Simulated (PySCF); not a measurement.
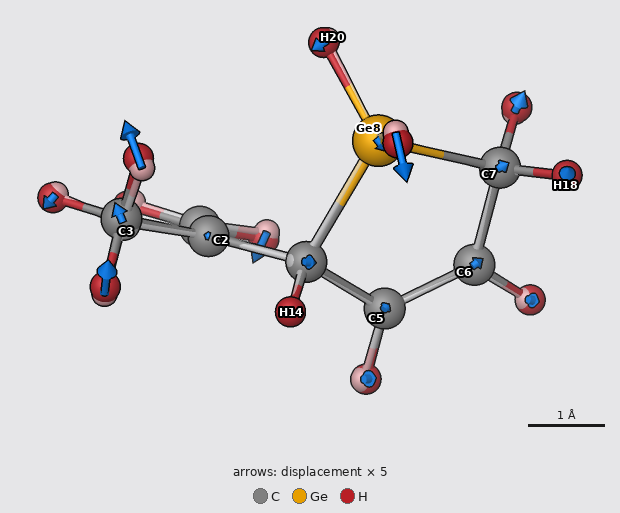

A relaxation of C7H12Ge. The starting structure is drawn faded, the final one solid; blue arrows show the displacements, 5 times their true length. The two geometries are superimposed by the best rigid fit.

The picture is a ball-and-stick view, seen from a free direction.

The start comes from GFN2-xTB. Its atoms were then displaced at random by about 0.01 Å.

All numbers below come from PySCF 2.14.0, density-fitted response routines, PBE0-D3(BJ)/def2-SVP geometry optimisation, gas phase. 

> Which element moves most?

Hydrogen: up to 0.15 Å, against 0.06 Å for carbon.

> Describe the change and its energy.

After 7 geometry steps the energy has fallen by 0.199 eV. An H atom moves most after the best rigid fit: 0.15 Å. By element the largest moves are H 0.15 Å, C 0.06 Å, Ge 0.05 Å. Some distances before and after: Ge–H 1.500 → 1.542 Å, C–H 1.056 → 1.093 Å, C–C 1.467 → 1.504 Å, C–H 1.077 → 1.105 Å. Among the angles between lasting bonds that change: C–C–H 112.0° → 108.6°, H–Ge–H 106.8° → 109.5°, C–Ge–H 114.7° → 112.2°.
